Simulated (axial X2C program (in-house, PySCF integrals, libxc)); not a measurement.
## Run report: PtH⁻, relativistic diatomic calculation

System: PtH⁻, single determinant with Ω = 3 (not the lowest found).
Method: PBE0, two-component X2C with atomic mean-field Coulomb and Gaunt terms, Pt dyall-acv3z, H dyall-av3z (cores contracted) (axial X2C program (in-house, PySCF integrals, libxc)).

Input:
```
{"zs": [78, 1], "q": -1, "bas": ["dyall-acv3z", "dyall-av3z"], "levels": ["PBE0", "HF", "B97-3"], "cc": true, "r0": 1.55, "thr": -2.0, "nmax": 90, "npts": 10, "nst": 2, "ntry": 6}
```

The line is the task of a batch: nuclear charges, charge, bases, the levels to run, a first guess of the distance and further settings. This report covers PBE0 with spin-orbit coupling. The log is that of the reference distance 1.516 Å.

Launched within a batch (the task file carries these settings):
```bash
python <driver script> task.json out
```

The program's output:
```
two-component X2C + atomic mean field  PBE0
basis functions 213  fitting functions 1040  grid points 5071
iter        total energy     max residual
   1     -18412.714954506     5.65e+01
   2     -18414.499373830     5.22e+01
   3     -18415.204047201     4.55e+01
   4     -18416.293021158     3.31e+01
   5     -18417.565349097     1.96e+01
   6     -18417.640082035     4.47e+00
   7     -18417.866418727     2.06e+00
   8     -18417.892712194     4.65e+00
   9     -18417.935649205     3.86e+00
  10     -18417.959733954     7.50e-01
  11     -18417.965975325     1.14e+00
  12     -18417.970721946     8.45e-01
  13     -18417.972721975     6.52e-01
  14     -18417.974371229     1.49e-01
  15     -18417.975569967     2.70e-01
  16     -18417.976039334     1.39e-01
  17     -18417.976368571     1.66e-01
  18     -18417.976632094     1.78e-01
  19     -18417.976843405     1.01e-01
  20     -18417.976971305     9.78e-02
  21     -18417.977149123     9.45e-02
  22     -18417.977325109     1.38e-01
  23     -18417.977460803     5.87e-02
  24     -18417.977562906     5.88e-02
  25     -18417.977627071     1.69e-02
  26     -18417.977646116     5.91e-02
  27     -18417.977663515     2.21e-02
  28     -18417.977675676     9.91e-03
  29     -18417.977681621     1.54e-02
  30     -18417.977687888     1.72e-02
  31     -18417.977693320     1.34e-02
  32     -18417.977698133     6.91e-03
  33     -18417.977703230     5.50e-03
  34     -18417.977706808     7.51e-03
  35     -18417.977708826     7.77e-03
  36     -18417.977710389     5.98e-03
  37     -18417.977711826     1.53e-03
  38     -18417.977712805     1.91e-03
  39     -18417.977713311     2.37e-03
  40     -18417.977713506     2.68e-03
  41     -18417.977713615     1.91e-03
  42     -18417.977713686     8.03e-04
  43     -18417.977713723     8.30e-04
  44     -18417.977713748     7.60e-04
  45     -18417.977713763     4.51e-04
  46     -18417.977713773     2.19e-04
  47     -18417.977713779     2.30e-04
  48     -18417.977713781     3.10e-04
  49     -18417.977713782     1.74e-04
  50     -18417.977713783     1.82e-04
  51     -18417.977713783     9.65e-05
  52     -18417.977713783     8.56e-05
  53     -18417.977713784     1.04e-04
  54     -18417.977713784     5.71e-05
  55     -18417.977713784     6.05e-05
  56     -18417.977713784     1.15e-05
converged
one-electron -25300.69989484  Coulomb 7233.98425728  exact exchange -88.99865074  xc functional -272.59930661  nuclear repulsion 27.22679581  atomic mean-field constant -16.89091469
```

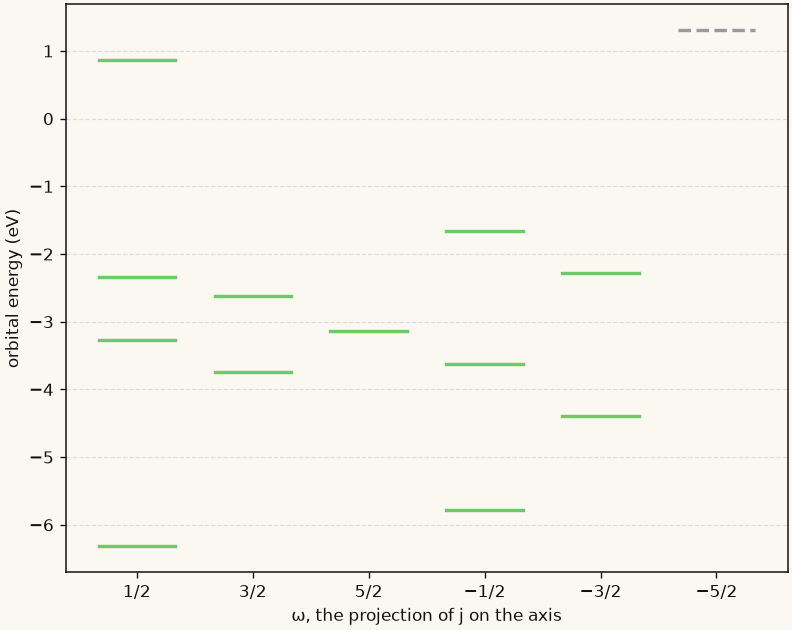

Fig. 1: Orbital energies near the frontier at 1.52 Å, filled (solid) and empty (dashed). The highest filled spinor (1/2; 68 % Pt p, 12 % Pt s) lies at 0.86 eV, the lowest empty one (−5/2; 98 % Pt d) at 1.31 eV. A filled level above zero is held only by the finite basis .

What the run reported:

- outcome: not converged in a step after the SCF shown
- hardware: 1 thread of Intel Xeon (Sapphire Rapids), 16 GiB of memory available, shared host
- wall time: 21 s
- peak memory: 0.78 GiB

What went wrong:

The SCF whose log is shown converged, but a later step did not. The run therefore gave no full result.
